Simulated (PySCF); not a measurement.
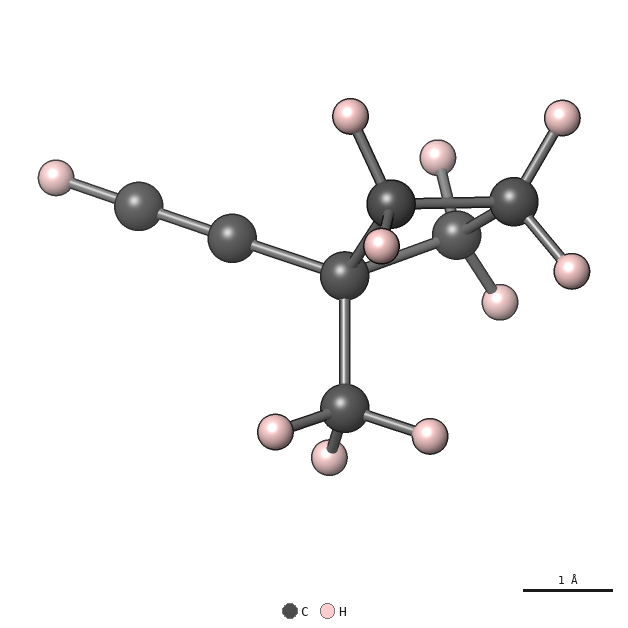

Ball-and-stick drawing of a structure. Every bond is drawn as one stick, whatever its order.

**Count the atoms of each element.**

C7H10, 17 atoms: 7 carbon and 10 hydrogen.

**Which point group does it belong to?**

Cs.

**Describe its rings.**

Independent rings (smallest set): 1 of 4 members.

More results for the same structure follow; atom numbers are the same in all pictures, views and colours differ. Computed geometry: PBE0-D3(BJ)/def2-SVP optimisation. No frequency run is at hand to confirm it as a minimum.

Geometry

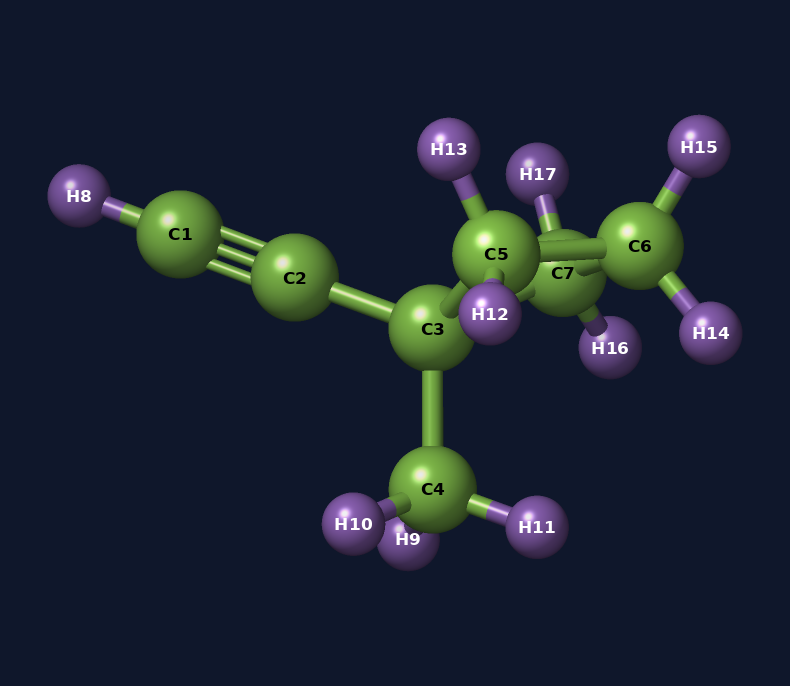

Numbered structure. No frequency run is at hand to confirm it as a minimum.

**How are the neighbours of atom 2 arranged?**

C2 has 2 neighbours (C1 at 1.21, C3 at 1.46 Å); the arrangement is linear.

**How are the neighbours of atom 4 arranged?**

C4 has 4 neighbours (C3 at 1.53, H9 at 1.10, H10 at 1.10, H11 at 1.10 Å); the arrangement is tetrahedral.

**What is the geometry at C1?**

C1 has 2 neighbours (C2 at 1.21, H8 at 1.07 Å); the arrangement is linear.

**What is the dihedral angle C7–C3–C5–C6?**

17° in size, that is syn (eclipsed).

Ring current

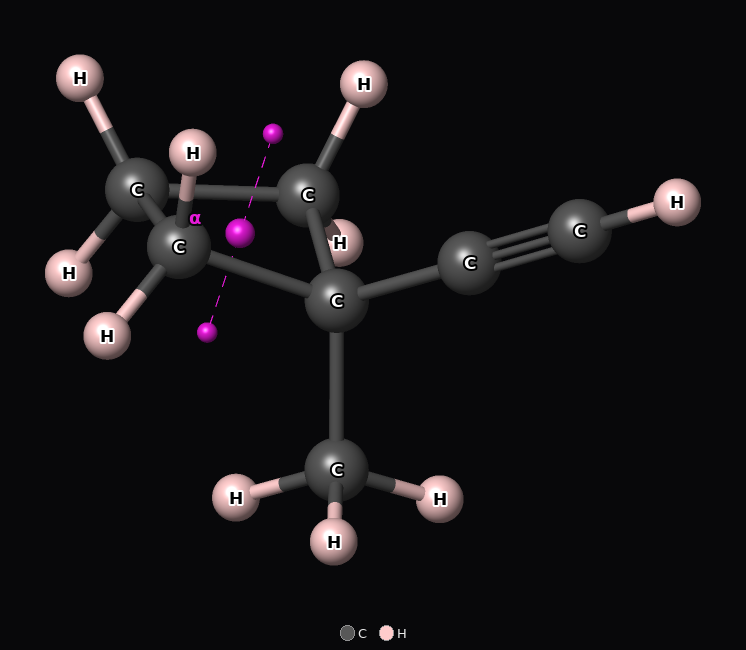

The small points mark where nucleus-independent chemical shifts (NICS) were computed: at the centre of each lettered ring and 1 Å above and below it. No frequency run is at hand to confirm it as a minimum. Level of theory: GIAO KT3/pcSseg-1 NMR shielding, non-relativistic, gas phase (PySCF 2.14.0).

Give NICS(0), NICS(1) and the out-of-plane component NICS(1)zz for each ring (means of the two sides).

```csv
ring,members,NICS(0),NICS(1),NICS(1)zz
α,C4,−1.6,−0.7,2.9
```

Values in ppm.

Core levels

No frequency run is at hand to confirm it as a minimum. Properties computed with delta-SCF UKS SCAN, pcX-2 on the ionised atom, pcseg-1 elsewhere, spin-free X2C (PySCF 2.14.0).

Give the core-electron binding energies (to vacuum) of C1 1s, C2 1s, C3 1s, C4 1s, C5 1s, C6 1s.

```tsv
atom	level	binding energy (eV)
C1	1s	289.8
C2	1s	290.3
C3	1s	291.2
C4	1s	290.6
C5	1s	290.4
C6	1s	290.5
```

Levels of theory compared

No frequency run is at hand to confirm it as a minimum. Program: PySCF 2.14.0.

Compare HOMO energy (eV), HOMO–LUMO gap (eV) at these levels: B3LYP/pcJ-1; KT3/pcSseg-1; PBE0/def2-SVPD; PBE0/pcSseg-1.

```json
{"level": "B3LYP/pcJ-1", "HOMO energy (eV)": "−7.24", "HOMO–LUMO gap (eV)": "8.15"}
{"level": "KT3/pcSseg-1", "HOMO energy (eV)": "−6.29", "HOMO–LUMO gap (eV)": "6.41"}
{"level": "PBE0/def2-SVPD", "HOMO energy (eV)": "−7.50", "HOMO–LUMO gap (eV)": "8.20"}
{"level": "PBE0/pcSseg-1", "HOMO energy (eV)": "−7.49", "HOMO–LUMO gap (eV)": "8.62"}
```

Charges

The questions are on Hirshfeld charges. No frequency run is at hand to confirm it as a minimum. Method: PBE0/pcSseg-1, gas phase (PySCF 2.14.0).

Give the Hirshfeld charges atom by atom.

```csv
atom,value (e)
C1,−0.13
C2,−0.04
C3,0.03
C4,−0.11
C5,−0.06
C6,−0.07
C7,−0.06
H8,0.09
H9,0.04
H10,0.04
H11,0.04
H12,0.04
H13,0.04
H14,0.04
H15,0.04
H16,0.04
H17,0.04
```
